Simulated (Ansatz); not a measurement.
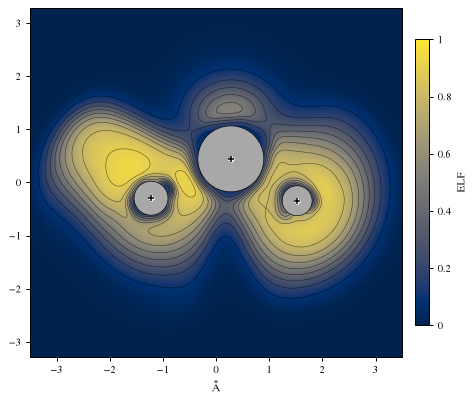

The ELF on a plane through atoms (crosses mark nuclei in the plane; grey discs cover the cores).

All numbers below come from isolated molecule in a Gaussian basis; Kohn-Sham density functional theory, functional PBE0 in Ansatz 0.2.0.

Candidates:
A. H4NOP
B. C2H6Mg (SMILES C[CH2][MgH])
C. C2H3Ge (SMILES C=[C]=[GeH-]) (charge −1)

Question: Which candidate gave the map?

Answer: Candidate A: H4NOP on the plane of atoms N1, P3 and O2, which holds N, O and P. P–O (1.48 Å): the ELF peaks at about 0.80 between the atoms: a short, strongly polar bond. P–N (1.67 Å): the ELF peaks at about 0.90 between the atoms (a shared but strongly polarised pair).
